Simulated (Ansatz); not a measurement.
```xyz
10

C     0.0332   -1.2027   -1.1495
C    -0.1325    0.2819   -1.1456
C    -0.4457    1.0451   -0.0726
Al   -0.6999    0.1591    1.5757
H    -0.1297   -1.6561   -0.1514
H     1.0410   -1.4865   -1.4768
H    -0.6724   -1.6768   -1.8429
H     0.0187    0.7727   -2.1095
H    -0.5437    2.1244   -0.1740
H    -0.9139   -0.5569    2.9471
```

Geometry: B3LYP/6-31G*.

The calculation used isolated molecule in a Gaussian basis; Kohn-Sham density functional theory, functional PBE0 in Ansatz 0.2.0.

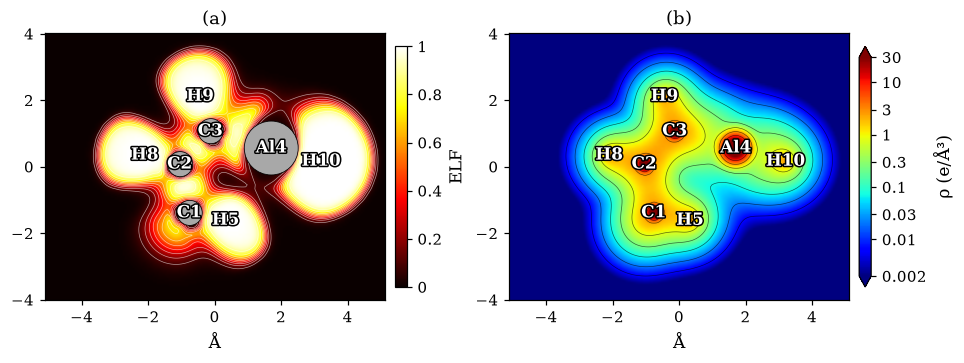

C3H6Al (charge +1). (a) electron localisation function; (b) electron density on the plane of atoms C1, C2 and C3. Grey discs cover the atomic cores in the ELF map.

Read the bonding off the picture.

Answer. Atoms in the plane: C, Al and H. C–C (1.35 Å): the density is about 2.3 e/Å³ at the midpoint; the ELF peaks at about 0.95 between the atoms; a covalent bond. C–Al (1.89 Å): the density is about 0.79 e/Å³ at the midpoint; the ELF peaks at about 0.95 between the atoms: a polar covalent bond. C–H (1.09 Å): the density is about 2.1 e/Å³ at the midpoint; the ELF climbs to about 1 towards the hydrogen, as it does in any bond to H (a covalent bond by its length). C–C (1.49 Å): ρ at the midpoint is about 1.8 e/Å³; the ELF peaks at about 0.95 between the atoms, as expected for a shared electron pair. Al–H (1.56 Å): ρ is about 0.61 e/Å³ halfway; the ELF climbs to about 1 towards the hydrogen.
